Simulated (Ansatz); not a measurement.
**CH4BS: ladder of basis sets in Python**

How does the energy of CH4BS converge with the basis? A script is to give a ladder of basis sets; the system is CH4BS.

Program: Ansatz 0.2.0, driven from Python. The levels of theory stand in the script. These are calculated values, not measurements.

### 1 The structure

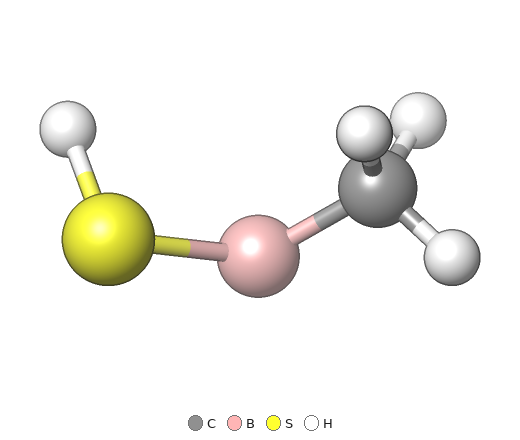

The starting structure, viewed from a chosen angle; carbon grey, boron pink, sulfur yellow, hydrogen white.

No structure file is read: the coordinates are typed or built in the script.

### 2 The script

Contents of basis.py:

```python
'''Basis-set convergence for CH4BS.'''

import ansatz

params = {
    'xc': 'hf',
}

mol = (
    ansatz.Crystal.molecule()
    .atom('C', (-0.809, 0.3444, -0.1193))
    .atom('B', (0.0031, -0.9437, -0.1027))
    .atom('S', (1.8356, -0.8775, -0.3911))
    .atom('H', (-1.5461, 0.3251, -0.9367))
    .atom('H', (-0.2022, 1.2578, -0.3437))
    .atom('H', (-1.3639, 0.5357, 0.8459))
    .atom('H', (2.1437, -0.7098, 1.0018))
)

base = (
    mol.calculation()
    .functional(params['xc'])
    .spin('collinear', total=1)  # spin-polarised run
)

energies = {}
for basis in ['STO-3G', '6-31G', '6-31G*', 'def2-SVP', 'def2-SVPD', 'def2-TZVP', 'def2-TZVPP']:
    report = base.basis(gaussian=basis).run(threads=1, backend='cpu').report
    size = report['n_frozen'] + report['n_occupied'][0] + report['n_virtual'][0]
    energies[basis] = (report['reference_energy_ev'] / 27.211386246, report['free_energy_ev'] / 27.211386246)
    print(f'{basis:14s} {size:4d} orbitals  reference {energies[basis][0]:14.6f} Ha  total {energies[basis][1]:14.6f} Ha')

last = energies['def2-TZVPP'][1]
for basis, (_, total) in energies.items():
    print(f'{basis:14s} lies {27.211386 * (total - last):9.4f} eV above def2-TZVPP')
```

### 3 The run

Started as:

```bash
$ python basis.py
```

What it wrote:

```text
STO-3G           23 orbitals  reference    -457.196163 Ha  total    -457.196163 Ha
6-31G            39 orbitals  reference    -462.274098 Ha  total    -462.274098 Ha
6-31G*           57 orbitals  reference    -462.329594 Ha  total    -462.329594 Ha
def2-SVP         66 orbitals  reference    -462.182336 Ha  total    -462.182336 Ha
def2-SVPD        99 orbitals  reference    -462.190464 Ha  total    -462.190464 Ha
def2-TZVP       123 orbitals  reference    -462.388466 Ha  total    -462.388466 Ha
def2-TZVPP      160 orbitals  reference    -462.390042 Ha  total    -462.390042 Ha
STO-3G         lies  141.3327 eV above def2-TZVPP
6-31G          lies    3.1550 eV above def2-TZVPP
6-31G*         lies    1.6449 eV above def2-TZVPP
def2-SVP       lies    5.6519 eV above def2-TZVPP
def2-SVPD      lies    5.4308 eV above def2-TZVPP
def2-TZVP      lies    0.0429 eV above def2-TZVPP
def2-TZVPP     lies    0.0000 eV above def2-TZVPP
```

It took 15 s on 1 thread of Arm Neoverse V1, shared host; peak memory 0.37 GiB.

### 4 The engine's runs

One row for each of the 7 runs:

| run | basis | energy (eV) | <S²> | SCF cycles | CPU time (s) |
| --- | --- | --- | --- | --- | --- |
| 1 | STO-3G | -12440.9414 | 0.75 | 17 | 0.13 |
| 2 | 6-31G | -12579.1190 | 0.75 | 40 | 0.52 |
| 3 | 6-31G* | -12580.6292 | 0.75 | 49 | 0.85 |
| 4 | def2-SVP | -12576.6221 | 0.75 | 48 | 1 |
| 5 | def2-SVPD | -12576.8432 | 0.76 | 47 | 2.2 |
| 6 | def2-TZVP | -12582.2311 | 0.76 | 48 | 3.2 |
| 7 | def2-TZVPP | -12582.2740 | 0.76 | 48 | 6 |

### 5 What came out

| quantity | value |
| --- | --- |
| runs compared | 7 |
| change of the total from set to set | -138.178, -1.510, +4.007, -0.221, -5.388, -0.043 eV |

What this shows: Against STO-3G: 6-31G -5077.9 mHa, 6-31G* -5133.4 mHa, def2-SVP -4986.2 mHa, def2-SVPD -4994.3 mHa, def2-TZVP -5192.3 mHa and def2-TZVPP -5193.9 mHa. The last step alone is -1.58 mHa (these two sets differ little on atoms other than hydrogen). Reading the output:
- The geometry is a force-field or estimated start, not a minimum of this method, and the last set is no limit. Much of the fall in a total is atomic energy, which cancels in bond and reaction energies.
- The species is open-shell (spin multiplicity 2).
- Totals across families of basis sets mostly measure their core functions.
